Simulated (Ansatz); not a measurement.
**Zn7Sn: relaxing a made-up structure**

Starting from a made-up structure for Zn7Sn, the aim is the relaxed cell, its shortest contacts and, where a second run follows, its electronic structure.

Calculated with Ansatz 0.2.0; DFT, PBEsol, plane-wave PAW, files of the set soft_1, scalar-relativistic, no spin, cell and ions relaxed at zero pressure; PAW set soft_1.

## 1. Starting point

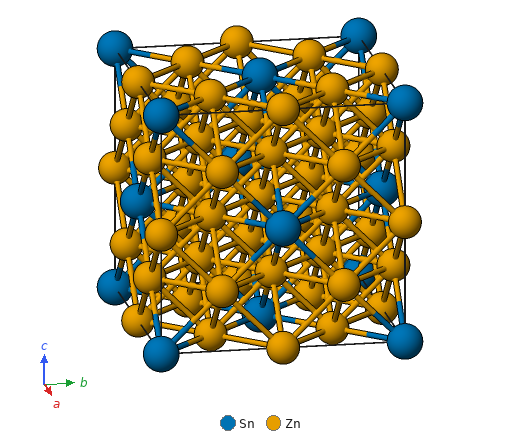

Start, viewed slightly off an axis; tin blue, zinc orange. This picture shows the conventional cell, with its axes. Some periodic images of atoms are drawn too.

Coordinates:

```cif
data_structure
_symmetry_space_group_name_H-M 'Fm-3m'
_symmetry_Int_Tables_number 225
_cell_length_a 7.8710
_cell_length_b 7.8710
_cell_length_c 7.8710
_cell_angle_alpha 90.000
_cell_angle_beta 90.000
_cell_angle_gamma 90.000
_cell_volume 487.63
loop_
_atom_site_label
_atom_site_type_symbol
_atom_site_symmetry_multiplicity
_atom_site_Wyckoff_symbol
_atom_site_fract_x
_atom_site_fract_y
_atom_site_fract_z
_atom_site_occupancy
Sn1 Sn 4 a 0.00000 0.00000 0.00000 1
Zn1 Zn 4 b 0.50000 0.00000 0.00000 1
Zn2 Zn 24 d 0.00000 0.75000 0.75000 1
```

## 2. Relaxation of the guess

The guess takes its coordinates from another compound and its volume from a rule, so the cell and any free coordinates are relaxed together.

input.yaml reads:

```yaml
crystal:
  lattice:
    - [0.0, 3.9355, 3.9355]
    - [3.9355, 0.0, 3.9355]
    - [3.9355, 3.9355, 0.0]
  atoms:
    - { symbol: Sn, position: [0.0, 0.0, 0.0] }
    - { symbol: Zn, position: [0.5, 0.5, 0.5] }
    - { symbol: Zn, position: [0.5, 0.0, 0.0] }
    - { symbol: Zn, position: [0.0, 0.5, 0.0] }
    - { symbol: Zn, position: [0.5, 0.5, 0.0] }
    - { symbol: Zn, position: [0.0, 0.5, 0.5] }
    - { symbol: Zn, position: [0.5, 0.0, 0.5] }
    - { symbol: Zn, position: [0.0, 0.0, 0.5] }
kpoints:
  mp_grid: { grid: [6, 6, 6] }
scf:
  occupations: { method: fermi_dirac, width: 0.05 }
hamiltonian:
  xc: pbesol
  pseudopotentials: { kind: paw, azcp: { folder: soft_1 }, xc_functional: pbe }
relax:
  f_tol: 0.015
  max_steps: 70
  cell: {}
output:
  forces: true
  stress: true
```

The run is started by

```bash
$ ansatz run input.yaml --threads 4 --pin off --max-ram 10240MiB --backend cpu --events-out ev --progress --plain --runs-dir out
```

Numbers of over 12 decimals in the logs are rounded to 6 here.

The log of the run:

```text
Engine: ansatz 0.2.0, x86_64-unknown-linux-gnu
Pseudopotentials: kind: paw
Pseudopotential: Sn, paw, valence charge 14, recommended cutoff 420 eV (normal), soft_1/Sn.paw.azcp
Pseudopotential: Zn, paw, valence charge 12, recommended cutoff 420 eV (normal), soft_1/Zn.paw.azcp
Functional definition: PBEsol
  exchange = pbesol_x
  correlation = pbesol_c
Crystal: 8 atoms, lattice volume = 121.907 Å³
Basis set: ecut = 420 eV, 2421 PW (Γ), exchange–correlation on 80×80×80 points (8 copies of the dense FFT grid, shifted against one another)
Bands: 59, of which v1, the nominal top of the filled ones, is band 49 counted from 1 (48 counted from 0)
Symmetry: 48 space group operations
Space group: Fm-3m (ITA 225), of the structure as read, at distance tolerance 5.0e-5 Å
k-points: 16 of 216
Non-local potential: Sn, projectors of the file, l = 0: 2, l = 1: 2, l = 2: 2, l = 3: 1
Non-local potential: Zn, projectors of the file, l = 0: 2, l = 1: 2, l = 2: 3, l = 3: 1
PAW form: soft (Blöchl's): semilocal exchange-correlation on the pseudo side does not see the compensation charge
PAW frozen core: Sn, regenerated for the run's functional, and the local potential with it (the file was generated under x = pbe(κ = 0.804, μ = 0.219515), c = pbe(β = 0.066725))
PAW frozen core: Zn, regenerated for the run's functional, and the local potential with it (the file was generated under x = pbe(κ = 0.804, μ = 0.219515), c = pbe(β = 0.066725))
PAW one-centre angular grid: Sn, 590 points (default); XC on 64 Gauss nodes
PAW one-centre angular grid: Zn, 590 points (default); XC on 64 Gauss nodes
Initial density: superposition of atomic densities (chi_scale 0.1, normalization cell, long waves kept (reshape's long-wave potential 0.00 eV rms))
Initial wavefunctions: pseudopotential atomic-orbital guess
Functional: x = pbesol(κ = 0.804, μ = 0.123457), c = pbesol(β = 0.046)
SCF iter   1: F=—  HF=-28916.105608 eV  |F-HF|=—  |Δ(HF+E_count)|=         —  Δρ=4.87e-2  dr2=2.50e0  ethr=3.10e-3  ⟨swp⟩=8.4  Hψ=4467  notcnv=0  defer=5
preconditioner: auto → Kerker (q_TF=auto, 2.631 Å⁻¹)  [metal: Δε(μ)=0.086 eV  Ē_g=11.498 eV  σ=0.050 eV  W_gap=0.36  n_scr=26 (ndim 8)  ℏωp=33.3 eV  f_vac=0.000  D(μ)=3.69/eV (n_scr^D=26)]
SCF iter   2: F=—  HF=-28915.476605 eV  |F-HF|=—  |Δ(HF+E_count)|=   6.29e-1  Δρ=2.11e-2  dr2=3.64e-1  ethr=2.55e-3  ⟨swp⟩=2.0  Hψ=1889  notcnv=0  defer=38
SCF iter   3: F=—  HF=-28915.355519 eV  |F-HF|=—  |Δ(HF+E_count)|=   1.21e-1  Δρ=1.30e-2  dr2=2.21e-1  ethr=3.72e-4  ⟨swp⟩=2.1  Hψ=1870  notcnv=0  defer=37
SCF iter   4: F=—  HF=-28915.299865 eV  |F-HF|=—  |Δ(HF+E_count)|=   5.57e-2  Δρ=5.18e-3  dr2=1.36e-2  ethr=2.26e-4  ⟨swp⟩=2.0  Hψ=1772  notcnv=0  defer=37
SCF iter   5: F=—  HF=-28915.303248 eV  |F-HF|=—  |Δ(HF+E_count)|=   3.38e-3  Δρ=1.51e-3  dr2=1.60e-3  ethr=1.38e-5  ⟨swp⟩=2.8  Hψ=1888  notcnv=0  defer=37
SCF iter   6: F=—  HF=-28915.302669 eV  |F-HF|=—  |Δ(HF+E_count)|=   5.79e-4  Δρ=4.53e-4  dr2=1.52e-4  ethr=1.63e-6  ⟨swp⟩=2.0  Hψ=1666  notcnv=0  defer=37
SCF iter   7: F=—  HF=-28915.302698 eV  |F-HF|=—  |Δ(HF+E_count)|=   2.89e-5  Δρ=3.22e-4  dr2=8.27e-5  ethr=1.55e-7  ⟨swp⟩=2.0  Hψ=1588  notcnv=0  defer=37
SCF iter   8: F=—  HF=-28915.302675 eV  |F-HF|=—  |Δ(HF+E_count)|=   2.28e-5  Δρ=5.26e-5  dr2=5.05e-6  ethr=8.44e-8  ⟨swp⟩=2.0  Hψ=1560  notcnv=0  defer=37
SCF iter   9: F=—  HF=-28915.302674 eV  |F-HF|=—  |Δ(HF+E_count)|=   1.21e-6  Δρ=1.26e-5  dr2=2.65e-7  ethr=5.16e-9  ⟨swp⟩=2.6  Hψ=1571  notcnv=0  defer=37
SCF iter  10: F=-28915.302674 eV  HF=-28915.302674 eV  |F-HF|=1.78e-9  |Δ(HF+E_count)|=   4.66e-8  Δρ=1.83e-6  dr2=4.65e-9  ethr=1.02e-10  ⟨swp⟩=4.9  Hψ=3370  notcnv=0
SCF 1 converged in 10 iterations: F = -28915.302674 eV  dr2 = 4.65e-9
  greatest PAW one-centre occupation: 0.991 electrons in one spin orbital (limit 2), on the Sn atom at site 0 (counted from 0), in its partial waves of l = 2
relax step   1: F+E_penalty+E_count = -28915.30267369 eV  Δ(F+E_penalty+E_count) = +0.000e0 eV  max|allowed force component| = 5.468e-29 eV/Å  Δτ_max = 0.0000 Å  P = +3.389 GPa  Ω = 121.907 Å³  (10 SCF iters, dr2 threshold 1.00e-7 eV, accepted)
Crystal: 8 atoms, lattice volume = 126.743 Å³
Basis set: ecut = 420 eV, 2445 PW (Γ), exchange–correlation on 80×80×80 points (8 copies of the dense FFT grid, shifted against one another)
Initial density: handed on by an earlier stage of this run
Initial wavefunctions: those handed on with the density
iter 1 solved again at ethr=1.07e-5 eV; its pass at ethr=3.10e-3 eV (dr2=1.05e-2 eV) is discarded
SCF iter   1: F=—  HF=-28915.353246 eV  |F-HF|=—  |Δ(HF+E_count)|=         —  Δρ=3.62e-3  dr2=1.13e-2  ethr=1.07e-5  ⟨swp⟩=2.1  Hψ=5014  notcnv=0
preconditioner: auto → Kerker (q_TF=auto, 2.614 Å⁻¹)  [metal: Δε(μ)=0.051 eV  Ē_g=11.994 eV  σ=0.050 eV  W_gap=0.25  n_scr=50 (ndim 8)  ℏωp=32.7 eV  f_vac=0.000  D(μ)=3.71/eV (n_scr^D=26)]
SCF iter   2: F=—  HF=-28915.350318 eV  |F-HF|=—  |Δ(HF+E_count)|=   2.93e-3  Δρ=1.07e-3  dr2=7.66e-4  ethr=1.07e-5  ⟨swp⟩=2.0  Hψ=1576  notcnv=0
SCF iter   3: F=—  HF=-28915.349935 eV  |F-HF|=—  |Δ(HF+E_count)|=   3.83e-4  Δρ=6.74e-4  dr2=5.71e-4  ethr=7.81e-7  ⟨swp⟩=2.0  Hψ=1595  notcnv=0
SCF iter   4: F=—  HF=-28915.349872 eV  |F-HF|=—  |Δ(HF+E_count)|=   6.34e-5  Δρ=3.10e-4  dr2=6.95e-5  ethr=5.83e-7  ⟨swp⟩=2.4  Hψ=1678  notcnv=0
SCF iter   5: F=—  HF=-28915.349882 eV  |F-HF|=—  |Δ(HF+E_count)|=   9.68e-6  Δρ=7.41e-5  dr2=4.74e-6  ethr=7.09e-8  ⟨swp⟩=2.0  Hψ=1718  notcnv=0
SCF iter   6: F=-28915.349880 eV  HF=-28915.349880 eV  |F-HF|=2.27e-7  |Δ(HF+E_count)|=   1.31e-6  Δρ=1.76e-5  dr2=3.97e-7  ethr=8.16e-10  ⟨swp⟩=4.9  Hψ=3558  notcnv=0
SCF 2 converged in 6 iterations: F = -28915.349880 eV  dr2 = 3.97e-7
relax step   2: F+E_penalty+E_count = -28915.34987998 eV  Δ(F+E_penalty+E_count) = -4.721e-2 eV  max|allowed force component| = 6.368e-29 eV/Å  Δτ_max = 0.0000 Å  P = +0.051 GPa  Ω = 126.743 Å³  energy of the carried Pulay correction = -2.745e-3 eV  (6 SCF iters, dr2 threshold 8.00e-7 eV, accepted)
Crystal: 8 atoms, lattice volume = 126.820 Å³
iter 1 solved again at ethr=9.58e-9 eV; its pass at ethr=3.10e-3 eV (dr2=9.39e-6 eV) is discarded
SCF iter   1: F=—  HF=-28915.349856 eV  |F-HF|=—  |Δ(HF+E_count)|=         —  Δρ=6.76e-5  dr2=4.36e-6  ethr=9.58e-9  ⟨swp⟩=2.0  Hψ=3871  notcnv=0
preconditioner: auto → Kerker (q_TF=auto, 2.614 Å⁻¹)  [metal: Δε(μ)=0.051 eV  Ē_g=11.947 eV  σ=0.050 eV  W_gap=0.25  n_scr=50 (ndim 8)  ℏωp=32.6 eV  f_vac=0.000  D(μ)=3.72/eV (n_scr^D=26)]
SCF iter   2: F=—  HF=-28915.349851 eV  |F-HF|=—  |Δ(HF+E_count)|=   4.43e-6  Δρ=2.31e-5  dr2=6.15e-7  ethr=4.45e-9  ⟨swp⟩=2.0  Hψ=1503  notcnv=0
SCF iter   3: F=—  HF=-28915.349851 eV  |F-HF|=—  |Δ(HF+E_count)|=   2.02e-7  Δρ=1.65e-5  dr2=3.67e-7  ethr=6.28e-10  ⟨swp⟩=2.0  Hψ=1501  notcnv=0
SCF iter   4: F=—  HF=-28915.349851 eV  |F-HF|=—  |Δ(HF+E_count)|=   8.61e-8  Δρ=7.55e-6  dr2=2.86e-8  ethr=3.74e-10  ⟨swp⟩=2.3  Hψ=1750  notcnv=0
SCF iter   5: F=-28915.349851 eV  HF=-28915.349851 eV  |F-HF|=1.70e-9  |Δ(HF+E_count)|=   5.98e-9  Δρ=1.22e-6  dr2=1.30e-9  ethr=6.73e-12  ⟨swp⟩=4.9  Hψ=3477  notcnv=0
SCF 3 converged in 5 iterations: F = -28915.349851 eV  dr2 = 1.30e-9
relax step   3: F+E_penalty+E_count = -28915.34985094 eV  Δ(F+E_penalty+E_count) = +2.904e-5 eV  max|allowed force component| = 2.888e-29 eV/Å  Δτ_max = 0.0000 Å  P = +0.004 GPa  Ω = 126.820 Å³  energy of the carried Pulay correction = -2.788e-3 eV  (5 SCF iters, dr2 threshold 6.59e-9 eV, accepted)
Initial wavefunctions: pseudopotential atomic-orbital guess (no wavefunctions were taken with the density)
iter 1 solved again at ethr=2.91e-7 eV; its pass at ethr=3.10e-3 eV (dr2=2.85e-4 eV) is discarded
SCF iter   1: F=—  HF=-28915.352534 eV  |F-HF|=—  |Δ(HF+E_count)|=         —  Δρ=3.66e-4  dr2=9.27e-6  ethr=2.91e-7  ⟨swp⟩=3.0  Hψ=7356  notcnv=0
preconditioner: auto → Kerker (q_TF=auto, 2.614 Å⁻¹)  [metal: Δε(μ)=0.051 eV  Ē_g=11.946 eV  σ=0.050 eV  W_gap=0.25  n_scr=50 (ndim 8)  ℏωp=32.6 eV  f_vac=0.000  D(μ)=3.72/eV (n_scr^D=26)]
SCF iter   2: F=—  HF=-28915.352561 eV  |F-HF|=—  |Δ(HF+E_count)|=   2.67e-5  Δρ=2.65e-4  dr2=2.41e-5  ethr=9.46e-9  ⟨swp⟩=2.0  Hψ=1656  notcnv=0
SCF iter   3: F=—  HF=-28915.352567 eV  |F-HF|=—  |Δ(HF+E_count)|=   6.82e-6  Δρ=6.82e-5  dr2=9.00e-7  ethr=9.46e-9  ⟨swp⟩=2.0  Hψ=1557  notcnv=0
SCF iter   4: F=—  HF=-28915.352566 eV  |F-HF|=—  |Δ(HF+E_count)|=   1.69e-6  Δρ=1.45e-5  dr2=4.75e-8  ethr=9.19e-10  ⟨swp⟩=2.0  Hψ=1655  notcnv=0
SCF iter   5: F=—  HF=-28915.352566 eV  |F-HF|=—  |Δ(HF+E_count)|=   2.70e-7  Δρ=2.87e-6  dr2=3.44e-9  ethr=4.85e-11  ⟨swp⟩=2.0  Hψ=1655  notcnv=0
SCF iter   6: F=—  HF=-28915.352566 eV  |F-HF|=—  |Δ(HF+E_count)|=   4.22e-9  Δρ=1.01e-6  dr2=5.94e-10  ethr=3.51e-12  ⟨swp⟩=2.0  Hψ=1733  notcnv=0
SCF iter   7: F=—  HF=-28915.352566 eV  |F-HF|=—  |Δ(HF+E_count)|=  2.58e-10  Δρ=4.62e-7  dr2=1.23e-10  ethr=1.00e-12  ⟨swp⟩=2.0  Hψ=1619  notcnv=0
SCF iter   8: F=-28915.352566 eV  HF=-28915.352566 eV  |F-HF|=0.00e0  |Δ(HF+E_count)|=  4.73e-11  Δρ=1.04e-7  dr2=1.21e-11  ethr=1.00e-12  ⟨swp⟩=4.0  Hψ=3125  notcnv=0
SCF 4 converged in 8 iterations: F = -28915.352566 eV  dr2 = 1.21e-11
relax step   4: F+E_penalty+E_count = -28915.35256592 eV  Δ(F+E_penalty+E_count) = -2.715e-3 eV  max|allowed force component| = 2.579e-29 eV/Å  Δτ_max = 0.0000 Å  P = -0.002 GPa  Ω = 126.820 Å³  stress off target by 1.98e-3 GPa  SCF on the basis re-selected at this cell (its energy is not comparable with the rows above)  (8 SCF iters)
basis re-selected at this cell: Δ(F+E_penalty+E_count) = -2.715e-3 eV, ΔP = -0.006 GPa vs the last step (what re-selecting the basis moved, of the pressure what is left beyond the Pulay correction that the steps carried, after the strain that the cell walked since its last selection, with what the two solves' SCF thresholds leave and, on support functions, any second-order correction that the steps lacked; it is no m [...]
SCF converged after 8 iterations
Free energy (F): -28915.352566 eV
Harris-Foulkes:  -28915.352566 eV  (|F-HF|=0.00e0)
Internal energy: -28915.324367 eV  (E = F + TS)
E sigma→0 (E₀):  -28915.338466 eV
Entropy (-TS):   -0.028199 eV (-3.525 meV/atom)
Fermi energy:    11.478044 eV
--- Per-component energies (eV) ---
  E_band       = 317.613354
  E_kinetic    = 1203.512632
  E_local      = -13072.070894  (includes V_loc(G=0)·N_el)
  E_nonlocal   = 5875.892941
  E_hartree    = 4996.898774
  E_xc         = -672.255285
  E_vxc        = -444.168369  (∫ρ·V_xc dr)
  E_paw        = -17302.940508  (= ΣΔE_a)
  E_vpaw       = -3239.348930  (= ΣTr[D̂ρ^β])
  E_aug_tail   = -0.001540  (compensation charges beyond the density's cutoff)
  E_ewald      = -9950.226819
  E_core_change = 5.866330  (= ΣΔE_core)
  E_smearing   = -0.028199  (= −TS)
  E_closure    = -0.000000  (closes the sum)
  Σ components = -28915.352566   (vs F -28915.352566, Δ=0.00e0)
--- Forces (eV/Å), atoms counted from 1 ---
  atom   1  Sn    -0.00000000     0.00000000     0.00000000
  atom   2  Zn     0.00000000    -0.00000000     0.00000000
  atom   3  Zn     0.00000000    -0.00000000    -0.00000000
  atom   4  Zn     0.00000000     0.00000000     0.00000000
  atom   5  Zn     0.00000000    -0.00000000     0.00000000
  atom   6  Zn     0.00000000     0.00000000     0.00000000
  atom   7  Zn     0.00000000     0.00000000     0.00000000
  atom   8  Zn     0.00000000     0.00000000    -0.00000000
  max |Σ_I F_I| component: 1.05e-28 eV/Å
--- Stress (GPa, compression-positive) ---
       -0.001982      -0.000000      -0.000000
       -0.000000      -0.001982      -0.000000
       -0.000000       0.000000      -0.001982
  P = ⅓ Tr σ = -0.0020 GPa (-0.020 kbar)
--- Relaxed structure (3 steps of the walk, 3 accepted, 1 SCFs on fresh bases) ---
  F+E_penalty+E_count = -28915.35256592 eV   max|allowed force component| = 2.579e-29 eV/Å   (the final SCF, on the basis selected at the relaxed cell)
  cell:  # Å, volume = 126.8203 Å³
    - [0, 3.987673, 3.987673]
    - [3.987673, 0, 3.987673]
    - [3.987673, 3.987673, 0]
  atoms:
    - { symbol: Sn, position: [0, 0, 0] }
    - { symbol: Zn, position: [0.5, 0.5, 0.5] }
    - { symbol: Zn, position: [0.5, 0.0, 0.0] }
    - { symbol: Zn, position: [0.0, 0.5, 0.0] }
    - { symbol: Zn, position: [0.5, 0.5, 0.0] }
    - { symbol: Zn, position: [0.0, 0.5, 0.5] }
    - { symbol: Zn, position: [0.5, 0.0, 0.5] }
    - { symbol: Zn, position: [0, 0, 0.5] }
```

The job ended after 5.4 s (4 threads of INTEL XEON PLATINUM 8581C at 2.10GHz (Emerald Rapids), shared host; peak memory 0.61 GiB; 19 s of CPU time).

Relaxation path:

| step | energy less that of the first step (eV) | largest force component (eV/Å) | pressure (GPa) | volume (Å³) |
| --- | --- | --- | --- | --- |
| 1 | 0.0000 | 0.0000 | 3.39 | 121.91 |
| 2 | -0.0472 | 0.0000 | 0.05 | 126.74 |
| 3 | -0.0472 | 0.0000 | 0.00 | 126.82 |
| 4* | -0.0499 | 0.0000 | 0.00 | 126.82 |

Relaxation steps marked * repeat the geometry before them on a plane-wave basis chosen anew for their cell, so energy and pressure can jump there.

Forces are held to the 48 operations that the run works with; a distortion that breaks them can't arise in this run.

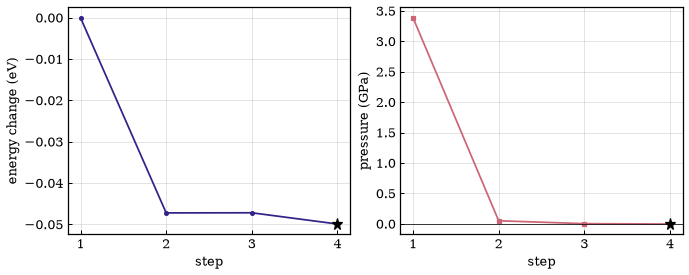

Energy and pressure along the relaxation. Stars mark steps on a basis chosen anew.

| conventional cell, symmetrised | before | after | change |
| --- | --- | --- | --- |
| a (Å) | 7.871 | 7.975 | +1.3 % |
| b (Å) | 7.871 | 7.975 | +1.3 % |
| c (Å) | 7.871 | 7.975 | +1.3 % |
| volume (Å³/atom) | 15.24 | 15.85 | +4.0 % |

The relaxed structure:

```xyz
8
Lattice="0.0000 3.9877 3.9877 3.9877 0.0000 3.9877 3.9877 3.9877 0.0000" Properties=species:S:1:pos:R:3 pbc="T T T"
Sn    0.0000    0.0000    0.0000
Zn    3.9877    3.9877    3.9877
Zn    0.0000    1.9938    1.9938
Zn    1.9938    0.0000    1.9938
Zn    1.9938    1.9938    3.9877
Zn    3.9877    1.9938    1.9938
Zn    1.9938    3.9877    1.9938
Zn    1.9938    1.9938    0.0000
```

This step gave:

* free energy: -28915.3526 eV
* energy at zero smearing: -28915.3385 eV
* smearing term TS: 0.02820 eV
* Fermi energy: 11.48 eV
* electrons: 98
* symmetry operations: 48
* pressure: -0.001982 GPa

Shortest distances by pair of elements, guess and relaxed (not always the same contact):

| pair | guess (Å) | relaxed (Å) |
| --- | --- | --- |
| Sn–Zn | 2.783 | 2.820 |
| Zn–Zn | 2.783 | 2.820 |

The relaxation ends with a pressure of 0.00 GPa.

## 3. Outcome

* space group, relaxed: Fm-3m
* conventional cell: a = 7.975, b = 7.975, c = 7.975 Å; α = 90.0°, β = 90.0°, γ = 90.0°
* volume per atom: 15.85 Å³ (guess 15.24)

**Reading.** Zn7Sn relaxes to Fm-3m with a = 7.975, b = 7.975 and c = 7.975 Å. The guessed volume was 4 % too small. The space group Fm-3m was held in the relaxation, so the end point is a stationary structure within it and may be a saddle against distortions or other arrangements. Mesh and cutoff weren't tested. No dispersion term is used, so weakly bound directions may come out too long. Nothing here tests whether the compound is stable against decomposition.

[Logs are printed without paths, hosts, clocks, repeated set-up lines and the standing remarks that a program may print on its own settings, such as how far it seeks lower states.]

[Hosts, paths, dates, database ids (printed as entryN), source tags and the programs' standing remarks are cut or masked in the printed files.]
